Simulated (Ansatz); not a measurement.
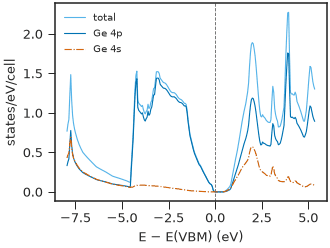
Figure: Total and projected density of states of Ge (diamond, space group No. 227), DFT-r²SCAN in the program Ansatz with PAW potentials

Question: Which orbitals carry the states next to the gap?

Answer: Top 1 eV of the valence band: Ge 4p 97 %. Bottom 1 eV of the conduction band: Ge 4p 56 %, Ge 4s 39 %, outside the projected shells 6 %. Projections are on Löwdin-orthogonalised atomic valence shells; empty p or d shells of many metals are not among them.

Question: Where is the tallest occupied peak in this window, and what makes it?

Answer: Near -4.2 eV, about 1.5 states/eV per cell; the largest projected share is Ge 4p.

Space group Fd-3m (diamond). The cell was relaxed with r²SCAN under the symmetry of its start. Scalar-relativistic: spin–orbit coupling is off unless named, which matters more the heavier the elements.

Potentials: the later of the program's two PAW sets.
